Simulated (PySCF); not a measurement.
## NMR shielding calculation, with input and output: C4H13BN2Si

C4H13BN2Si, SMILES N[SiH2]NBC1CCC1, computed with GIAO PBE0/pcSseg-1 NMR shielding, non-relativistic, gas phase (PySCF 2.14.0).

The geometry comes from this level: GFN2-xTB. It belongs to a series of runs on one base structure; here: H on B replaced by cBu. Figures and captions count atoms from 1; the log counts them from 0 in places.

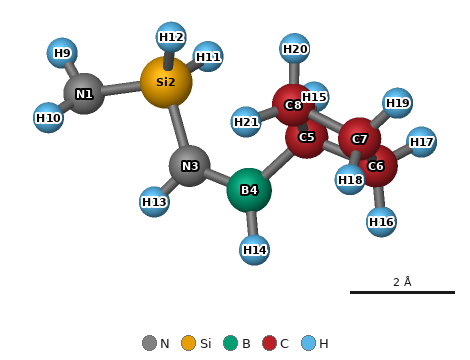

The structure (ball-and-stick view, seen at a tilt; atoms are numbered from 1 in the order of the input).

Results in brief:

- outcome: converged
- total energy: −583.626672 hartree
- HOMO: −7.57 eV
- LUMO: 0.21 eV
- dipole moment: 2.33 D
- isotropic shielding, N: 148.4 to 256.9 ppm
- isotropic shielding, Si: 384.2 ppm
- isotropic shielding, B: 51.5 ppm
- isotropic shielding, C: 161.8 to 166.9 ppm
- isotropic shielding, H: 26.2 to 31.7 ppm
- hardware: 1 CPU thread, shared host
- wall time: 52 s
- peak memory: 0.92 GiB

Input file:
```
{"job": {"kind": "nmr", "xc": "PBE0", "basis": "pcSseg-1"}, "charge": 0, "multiplicity": 1}
N      3.928357     0.214903     0.043976
Si     2.359639     0.030530     0.739570
N      1.387300    -0.433913    -0.629729
B      0.016929    -0.675059    -0.724878
C     -0.897896    -0.471274     0.552531
C     -2.374034    -0.922713     0.476396
C     -2.834287     0.538709     0.560240
C     -1.381252     0.990958     0.753487
H      4.702197     0.348464     0.672685
H      4.036043     0.825928    -0.750612
H      2.487165    -1.055836     1.712693
H      1.783880     1.240206     1.343645
H      1.927909    -0.573946    -1.471292
H     -0.436383    -0.990518    -1.763866
H     -0.396864    -0.847250     1.447505
H     -2.644843    -1.433205    -0.446294
H     -2.695314    -1.534522     1.318328
H     -3.286303     0.907966    -0.358587
H     -3.501219     0.766141     1.390916
H     -1.170151     1.394162     1.742371
H     -1.019791     1.697213     0.007503
```

The first line tells a small driver script what to run in PySCF; the rest is the geometry in Å.

Launch command:
```bash
OMP_NUM_THREADS=1 python <driver script> task.json out
```

The program's output:
```
coarse grid: 17240 points
cycle   1  E = -583.4948337416  dE =  8.322e-01  |g| = 6.163e-01  |ddm| = 4.055e+00
cycle   2  E = -583.4476331929  dE =  4.720e-02  |g| = 7.802e-01  |ddm| = 1.179e+00
cycle   3  E = -583.5847614506  dE = -1.371e-01  |g| = 6.091e-02  |ddm| = 6.938e-01
cycle   4  E = -583.5854731118  dE = -7.117e-04  |g| = 2.740e-02  |ddm| = 7.325e-02
cycle   5  E = -583.5856431196  dE = -1.700e-04  |g| = 9.089e-03  |ddm| = 2.858e-02
cycle   6  E = -583.5856602935  dE = -1.717e-05  |g| = 2.293e-03  |ddm| = 8.394e-03
cycle   7  E = -583.5856615015  dE = -1.208e-06  |g| = 4.442e-04  |ddm| = 2.201e-03
final grid: 159792 points
cycle   8  E = -583.6266462976  dE = -4.718e-05  |g| = 1.031e-02  |ddm| = 3.402e-02
cycle   9  E = -583.6266296881  dE =  1.661e-05  |g| = 1.353e-02  |ddm| = 1.976e-02
cycle  10  E = -583.6266717206  dE = -4.203e-05  |g| = 6.492e-04  |ddm| = 1.081e-02
cycle  11  E = -583.6266718049  dE = -8.424e-08  |g| = 2.960e-04  |ddm| = 7.560e-04
cycle  12  E = -583.6266718239  dE = -1.904e-08  |g| = 7.493e-05  |ddm| = 2.742e-04
cycle  13  E = -583.6266718251  dE = -1.193e-09  |g| = 2.247e-05  |ddm| = 8.017e-05
cycle  14  E = -583.6266718252  dE = -1.130e-10  |g| = 5.730e-06  |ddm| = 2.433e-05
```

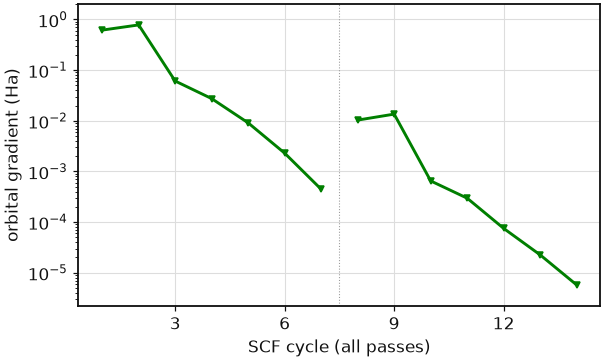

Convergence of the self-consistent field: orbital gradient against the SCF cycle. The dotted line marks the change from a coarse to the final integration grid. The first 7 cycles use a coarse grid, the final grid takes over at cycle 8, and the field converges after 14 cycles in all.

```
converged SCF energy = -583.6266718252

GIAO shielding tensors (ppm)
atom      isotropic    diamagn.    paramagn.     s11        s22        s33       span
  0 N      256.922     315.411     -58.488    217.935    259.966    292.865     74.930
  1 Si     384.156     880.456    -496.300    360.284    371.043    421.142     60.857
  2 N      148.401     324.452    -176.052     51.097    195.019    199.085    147.989
  3 B       51.496     194.362    -142.866     10.424     37.303    106.761     96.337
  4 C      163.079     251.393     -88.314    150.401    163.690    175.145     24.745
  5 C      161.798     249.590     -87.791    148.369    156.344    180.682     32.312
  6 C      166.905     253.397     -86.492    153.359    163.938    183.419     30.060
  7 C      164.573     247.494     -82.921    146.694    159.887    187.138     40.444
  8 H       31.684      27.319       4.365     24.208     26.964     43.880     19.673
  9 H       31.629      30.756       0.873     24.317     28.708     41.863     17.546
 10 H       26.610      30.486      -3.876     22.896     25.643     31.290      8.395
 11 H       26.417      32.294      -5.876     22.128     26.818     30.305      8.176
 12 H       27.805      32.790      -4.984     21.873     27.772     33.771     11.898
 13 H       26.162      32.267      -6.105     24.883     25.622     27.982      3.099
 14 H       29.818      35.066      -5.248     25.740     29.699     34.016      8.276
 15 H       29.475      30.778      -1.303     26.625     26.976     34.824      8.198
 16 H       29.320      30.398      -1.078     26.531     26.876     34.553      8.022
 17 H       29.548      30.385      -0.837     26.730     26.962     34.951      8.221
 18 H       29.594      29.528       0.066     26.352     26.800     35.630      9.279
 19 H       29.282      31.957      -2.675     25.625     28.324     33.896      8.272
 20 H       29.972      32.561      -2.589     26.441     29.170     34.306      7.865
```

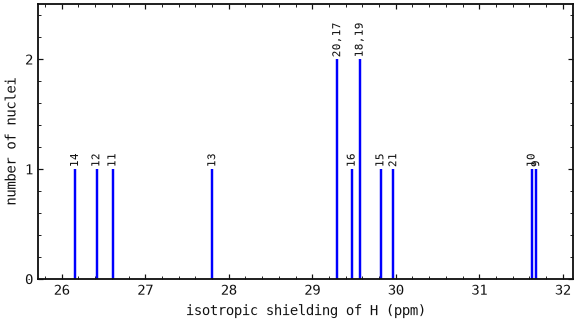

Isotropic shieldings of the hydrogen nuclei in this fixed geometry, labelled by atom number; shielding grows to the right, so chemical shift grows to the left. The least shielded is H14 (26.2 ppm), the most shielded H9 (31.7 ppm).

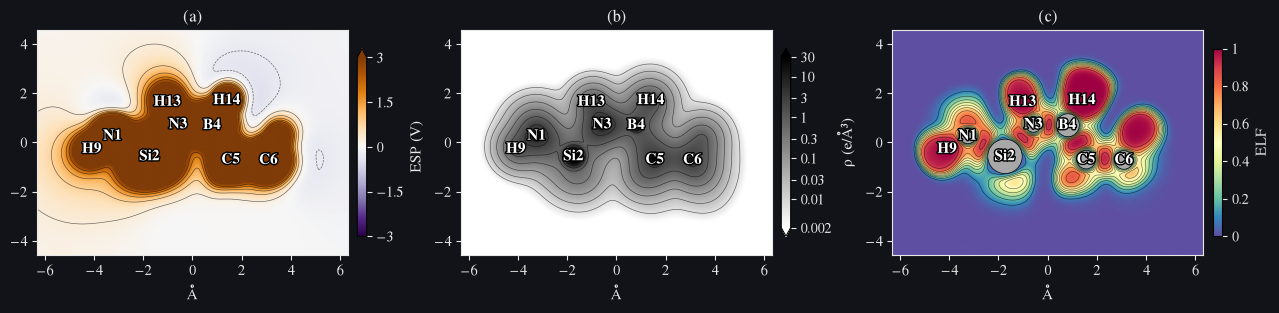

(a) electrostatic potential; (b) electron density; (c) ELF on the plane of atoms B4, N3 and H13. Grey discs, where drawn, cover atomic cores. The section cuts through N, Si, B, C and H sites. C–C (1.55 Å): ρ at the midpoint is about 1.6 e/Å³; the ELF peaks at about 0.95 between the atoms, which marks a covalent bond.

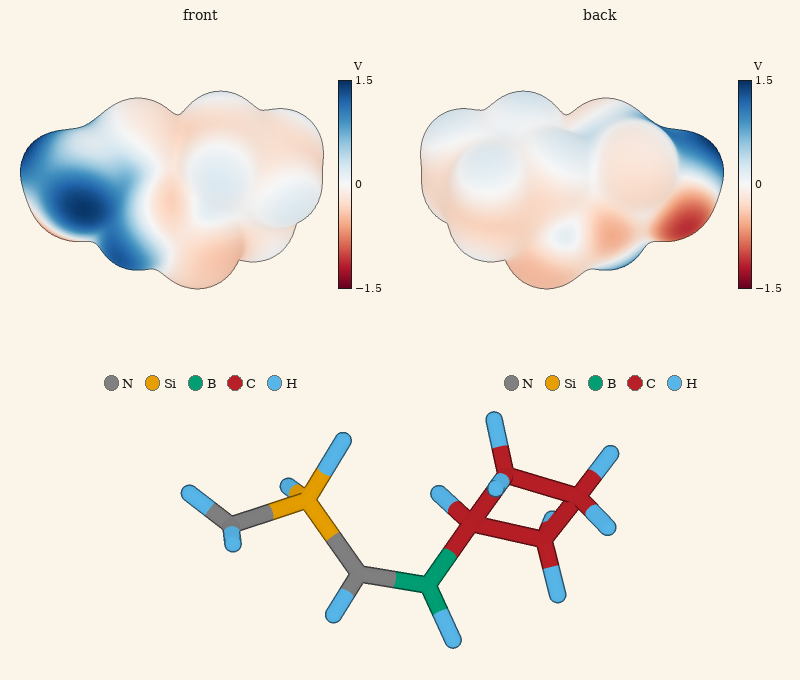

The molecular electrostatic potential painted on the density surface at 0.001 e/bohr³, seen at a tilt and from behind; the colour scale runs from red (negative) to blue (positive). The bare structure is drawn below in the same view.

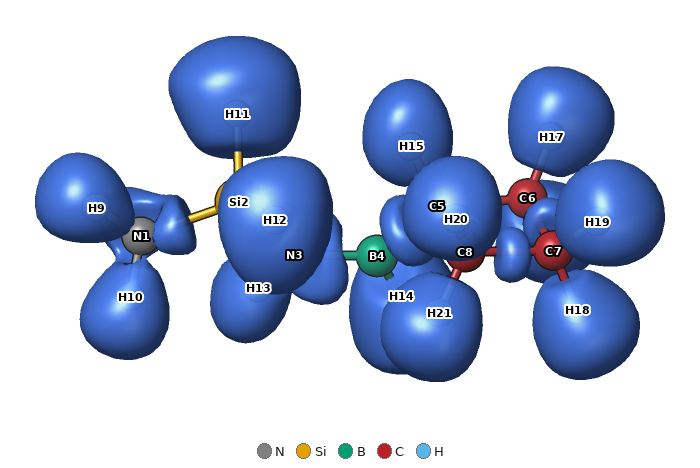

Isosurface of the ELF at 0.8 (blue), seen from the side. Only the valence region is drawn (cores and ρ < 0.01 e/Å³ removed). Along the contacts the grid gives the following. C–C (1.53 Å): the ELF peaks at about 0.95 between the atoms, which marks a shared electron pair.
